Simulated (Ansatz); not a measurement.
**C3H4F4 (SMILES C[C@H](F)C(F)(F)F): density, localisation and related maps**

Input

```
crystal:
  periodic: [false, false, false]
  atoms:
    - {symbol: C, position_ang: [-2.213834, 1.188365, 0.604641]}
    - {symbol: C, position_ang: [-2.711277, 1.613411, -0.752224]}
    - {symbol: C, position_ang: [-2.759490, 0.463620, -1.748780]}
    - {symbol: F, position_ang: [-3.980276, 2.119397, -0.655488]}
    - {symbol: F, position_ang: [-3.227116, 0.867548, -2.925742]}
    - {symbol: F, position_ang: [-1.528431, -0.023131, -1.936969]}
    - {symbol: F, position_ang: [-3.533339, -0.530920, -1.318063]}
    - {symbol: H, position_ang: [-2.213147, 2.052622, 1.282113]}
    - {symbol: H, position_ang: [-2.871668, 0.412035, 1.019883]}
    - {symbol: H, position_ang: [-1.191945, 0.791095, 0.536000]}
    - {symbol: H, position_ang: [-2.060583, 2.385929, -1.197743]}
basis:
  gaussian:
    orbitals: def2-SVPD
hamiltonian:
  xc: pbe0
magnetization:
  spin_polarized: false
  initial_magnetization: 0
output:
  forces: true
  orbitals: {seedname: orbitals}
```

Launched as:

```sh
ansatz run input.yaml --threads 2 --pin off --max-ram 5220MiB --events-out events.jsonl --progress --plain --runs-dir runs
```

Geometry: PBE0-D4/def2-SVP.

Level of theory: isolated molecule in a Gaussian basis; Kohn-Sham density functional theory, functional PBE0 (Ansatz 0.2.0).

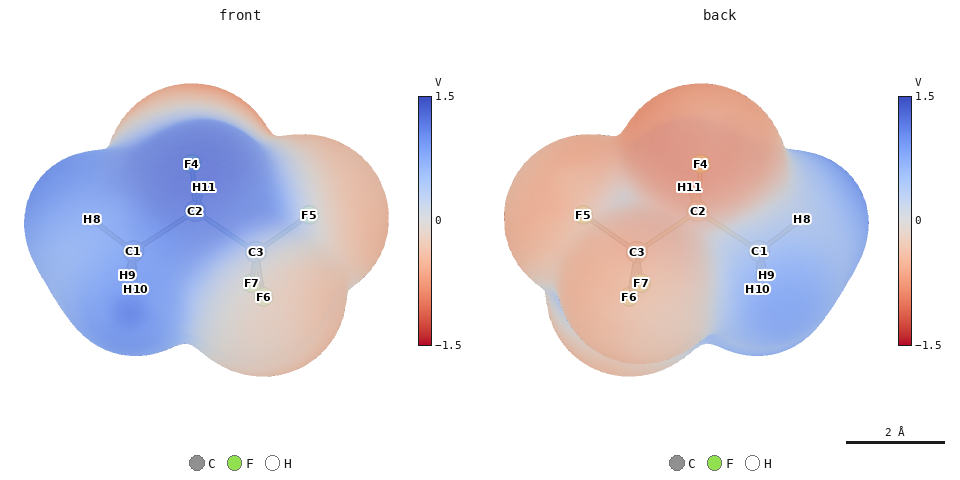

Figure 1. The molecular electrostatic potential painted on the density surface at 0.001 e/bohr³, seen from the front and from behind; the colour scale runs from red (negative) to blue (positive).

Q: Which sites attract a positive test charge, and which a negative one?

A: A positive charge is drawn to the negative regions and a negative charge to the positive ones. The most negative region (about −0.7 V) lies over F4, the most positive (about +1.1 V) over H11.

Q: How polar is the molecule by this calculation?

A: Its dipole moment is 2.43 D.

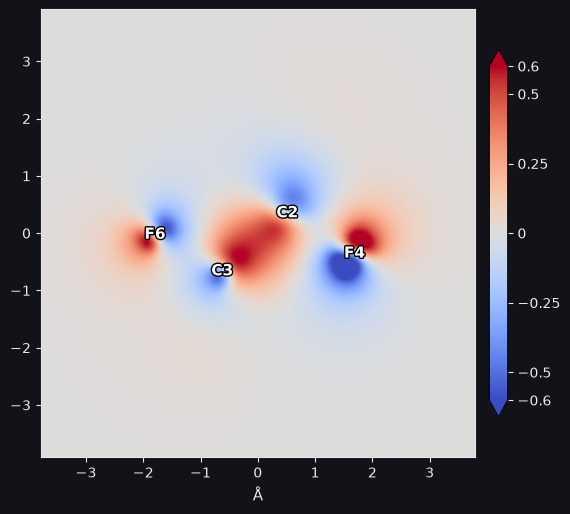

Figure 2. The HOMO on the plane of atoms C2, C3 and F6 (values in Å⁻³ᐟ²; the overall sign is arbitrary).

Q: Describe this orbital and give its energy.

A: It lies mainly on F4 (about 25 %), C2 (about 20 %), C3 (about 15 %), H11 (about 10 %), C1 (about 10 %) and F7 (about 5 %). Its energy is −10.21 eV.

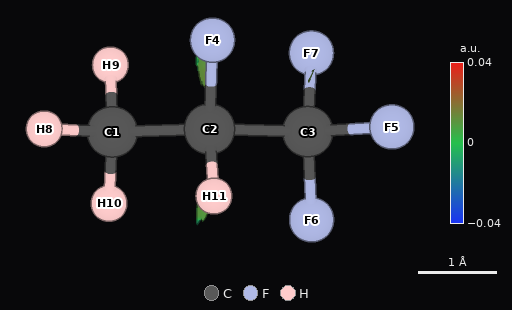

Figure 3. Non-covalent interaction (NCI) plot: the surface where the reduced density gradient is 0.6, for densities under 0.05 a.u., coloured by sign(λ₂)ρ; seen from one side.

Q: What holds or crowds the atoms apart from the covalent bonds?

A:
- Near H9, F7 and C1: mostly steric crowding (olive to red)
- Near H10, F6 and C1: mostly steric crowding (olive to red)

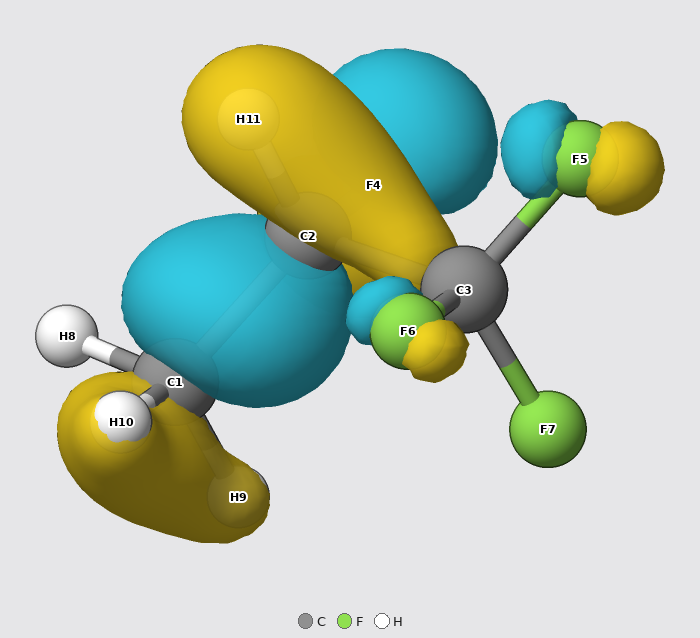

Figure 4. The HOMO−1 at ±0.15 Å⁻³ᐟ² (yellow and cyan are the two phases), seen at a tilt.

Q: Describe this orbital and give its energy.

A: By Hirshfeld shares it lies mainly on F4 (about 40 %), C2 (about 20 %), C1 (about 20 %) and H11 (about 5 %). Its energy is −10.50 eV.
